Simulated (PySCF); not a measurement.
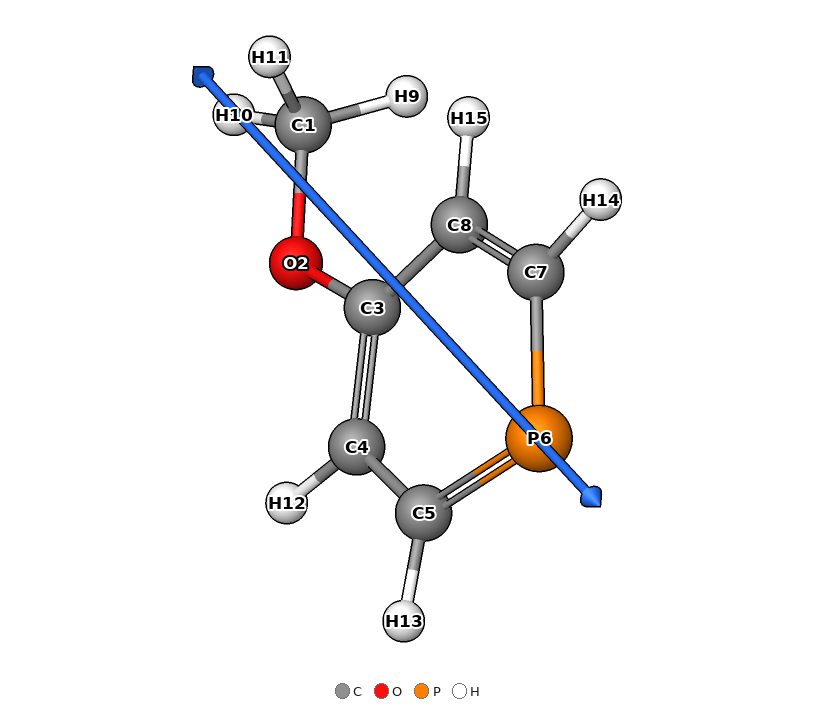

The double arrow shows the direction of the transition dipole to excited singlet state 2 (its length means nothing). The computed structure is the end point of a GFN2-xTB optimisation. No frequency run is at hand to confirm it as a minimum. Level of theory: TDDFT B3LYP/def2-SVPD, vertical, gas phase, core orbitals frozen in the response (PySCF 2.14.0).

Question. How is the transition polarised?

Answer. Nearly parallel to the C4–C5 bond.

Question. Give its energy, strength and character.

Answer. 4.85 eV (256 nm), oscillator strength 0.23, mainly HOMO → LUMO (weight 0.83); transition dipole 3.56 D.

The geometry is semi-empirical. Around P such bond lengths and angles can be off by a tenth of an ångström or more and by several degrees, and values that hang on the shape move with them.
